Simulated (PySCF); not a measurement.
**N2H4 (hydrazine) at r2SCAN/STO-3G**

What is the vertical ionisation energy of N2H4 (hydrazine) at r2SCAN/STO-3G? The job is set up through a Python script.

The calculation is run with PySCF 2.14.0.

5 further runs of the same task are left out: 5 set aside as unsound or not needed.

### Step 1. The system as given

N2H4 has 6 atoms, charge 0, and is taken as a singlet. SMILES: `NN`. Geometry: relaxed at PBE0-D4/def2-TZVP. This is one conformer, not always the lowest.

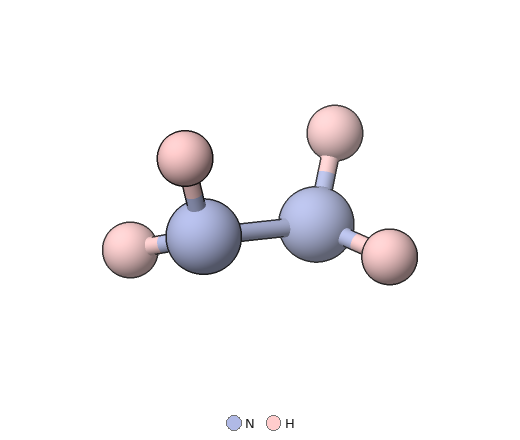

The structure, seen from a chosen angle (nitrogen light blue, hydrogen pink).

### Step 2. A single-point energy at r2SCAN/STO-3G

geometry.xyz reads:

```xyz
6
H4N2
N     -0.135100    -0.701700     0.195900
N      0.447300     0.583800     0.089900
H     -1.076200    -0.737600    -0.180500
H      0.438700    -1.352200    -0.322700
H      0.103900     1.104700    -0.709700
H      0.221500     1.102900     0.927100
```

calc.py reads:

```python
from pyscf import gto, dft

mol = gto.M(
    atom='geometry.xyz',
    max_memory=1860,
    spin=0,
    verbose=3,
    basis='sto-3g',
    charge=0,
)

mf = dft.RKS(mol)
mf.xc = 'r2scan'
mf.conv_tol = 1e-10
mf.grids.level = 5
mf.kernel()
if not mf.converged:
    mf = mf.newton().run(mf.mo_coeff, mf.mo_occ)

e_final = mf.e_tot
print('Final energy', e_final)
```

Run with:

```sh
$ OMP_NUM_THREADS=1 python calc.py
```

Log:

```text
converged SCF energy = -110.317367373358
Final energy -110.31736737335808
```

It took 2.6 s on 1 thread of Arm Neoverse V1, shared host; peak memory 0.18 GiB.

### Step 3. The doublet cation, same level

run.py reads:

```python
from pyscf import gto, dft

mol = gto.M(
    atom='''
N     -0.135100    -0.701700     0.195900
N      0.447300     0.583800     0.089900
H     -1.076200    -0.737600    -0.180500
H      0.438700    -1.352200    -0.322700
H      0.103900     1.104700    -0.709700
H      0.221500     1.102900     0.927100
''',
    charge=1,
    verbose=4,
    max_memory=1860,
    spin=1,
    basis='sto-3g',
)

mf = dft.UKS(mol)
mf.xc = 'r2scan'
mf.grids.level = 5
mf.conv_tol = 1e-10
mf.kernel()
if not mf.converged:
    mf = mf.newton().run(mf.mo_coeff, mf.mo_occ)

e_final = mf.e_tot
print('E = %.10f Eh' % e_final)
```

Run with:

```sh
$ OMP_NUM_THREADS=1 python run.py
```

Log:

```text
PySCF version 2.14.0

[INPUT] num. atoms = 6
[INPUT] num. electrons = 17
[INPUT] charge = 1
[INPUT] spin (= nelec alpha-beta = 2S) = 1
[INPUT] symmetry False subgroup None
[INPUT] Mole.unit = angstrom
[INPUT] Symbol           X                Y                Z      unit          X                Y                Z       unit  Magmom
[INPUT]  1 N     -0.135100000000  -0.701700000000   0.195900000000 AA   -0.255301999429  -1.326020821607   0.370197347802 Bohr   0.0
[INPUT]  2 N      0.447300000000   0.583800000000   0.089900000000 AA    0.845274495518   1.103222111521   0.169886378598 Bohr   0.0
[INPUT]  3 H     -1.076200000000  -0.737600000000  -0.180500000000 AA   -2.033723255257  -1.393861989479  -0.341095565484 Bohr   0.0
[INPUT]  4 H      0.438700000000  -1.352200000000  -0.322700000000 AA    0.829022850847  -2.555287665637  -0.609814620397 Bohr   0.0
[INPUT]  5 H      0.103900000000   1.104700000000  -0.709700000000 AA    0.196342544342   2.087580449807  -1.341138630604 Bohr   0.0
[INPUT]  6 H      0.221500000000   1.102900000000   0.927100000000 AA    0.418574336591   2.084178942783   1.751965090084 Bohr   0.0

nuclear repulsion = 41.8337110360392
number of shells = 10
number of NR pGTOs = 42
number of NR cGTOs = 14
basis = sto-3g
ecp = {}

******** <class 'pyscf.dft.uks.UKS'> ********
method = UKS
initial guess = minao
damping factor = 0
level_shift factor = 0
DIIS = <class 'pyscf.scf.diis.CDIIS'>
diis_start_cycle = 1
diis_space = 8
diis_damp = 0
SCF conv_tol = 1e-10
SCF conv_tol_grad = None
SCF max_cycles = 50
direct_scf = True
direct_scf_tol = 1e-13
number electrons alpha = 9  beta = 8
XC library pyscf.dft.libxc version 7.0.0
    S. Lehtola, C. Steigemann, M. J.T. Oliveira, and M. A.L. Marques.,  SoftwareX 7, 1–5 (2018)
XC functionals = r2scan
    J. W. Furness, A. D. Kaplan, J. Ning, J. P. Perdew, and J. Sun.,  J. Phys. Chem. Lett. 11, 8208-8215 (2020)
    J. W. Furness, A. D. Kaplan, J. Ning, J. P. Perdew, and J. Sun.,  J. Phys. Chem. Lett. 11, 9248-9248 (2020)
    J. W. Furness, A. D. Kaplan, J. Ning, J. P. Perdew, and J. Sun.,  J. Phys. Chem. Lett. 11, 8208-8215 (2020)
    J. W. Furness, A. D. Kaplan, J. Ning, J. P. Perdew, and J. Sun.,  J. Phys. Chem. Lett. 11, 9248-9248 (2020)
radial grids:
    Treutler-Ahlrichs [JCP 102, 346 (1995); DOI:10.1063/1.469408] (M4) radial grids

becke partition: Becke, JCP 88, 2547 (1988); DOI:10.1063/1.454033
pruning grids: <function nwchem_prune>
grids dens level: 5
symmetrized grids: False
atomic radii adjust function: <function treutler_atomic_radii_adjust>
small_rho_cutoff = 0
Set gradient conv threshold to 1e-05
tot grids = 178392
init E= -110.490195481856
[... the frontier-level lines of each cycle are left out ...]


cycle= 1 E= -110.023961394634  delta_E= 0.466  |g|= 0.0843  |ddm|= 2.05
cycle= 2 E= -110.031664465291  delta_E= -0.0077  |g|= 0.0239  |ddm|= 0.23
cycle= 3 E= -110.030344794575  delta_E= 0.00132  |g|= 0.0481  |ddm|= 0.153
cycle= 4 E= -110.030291940611  delta_E= 5.29e-05  |g|= 0.0487  |ddm|= 0.271
cycle= 5 E= -110.032180473985  delta_E= -0.00189  |g|= 0.00177  |ddm|= 0.139
cycle= 6 E= -110.032185910069  delta_E= -5.44e-06  |g|= 0.000226  |ddm|= 0.00691
cycle= 7 E= -110.032186002101  delta_E= -9.2e-08  |g|= 3.12e-05  |ddm|= 0.001
cycle= 8 E= -110.032186003011  delta_E= -9.11e-10  |g|= 5.99e-06  |ddm|= 7.11e-05
cycle= 9 E= -110.032186003056  delta_E= -4.46e-11  |g|= 1.74e-06  |ddm|= 1.81e-05
Extra cycle  E= -110.032186002504  delta_E= 5.52e-10  |g|= 2.64e-05  |ddm|= 7.89e-05
converged SCF energy = -110.032186002504  <S^2> = 0.7526904  2S+1 = 2.0026886
E = -110.0321860025 Eh
```

It took 5.4 s on 1 thread of Arm Neoverse V1, shared host; peak memory 0.19 GiB.

### Step 4. Results

Level: r2SCAN/STO-3G.

| quantity | value |
| --- | --- |
| singlet N2H4: total energy | -110.31737 Eh |
| singlet N2H4: dipole moment | 2.09 D |
| singlet N2H4: HOMO energy | -2.66 eV |
| singlet N2H4: LUMO energy | 8.72 eV |
| singlet N2H4: HOMO–LUMO gap | 11.38 eV |
| doublet cation: total energy | -110.03219 Eh |
| doublet cation: HOMO energy (highest over α and β) | -13.05 eV |
| doublet cation: LUMO energy (lowest over α and β) | -12.73 eV |
| doublet cation: ⟨S²⟩ | 0.753 |
| vertical ionisation energy (to the doublet cation) | 7.760 eV |

The vertical ionisation energy comes to 7.76 eV (179 kcal/mol). The negative HOMO energy of the first species, 2.66 eV, lies 5.10 eV below that difference. In a minimal basis such a difference can be off by several eV, whatever the method. Mulliken charges (singlet N2H4) run from -0.35 on N1 to +0.19 on H4.
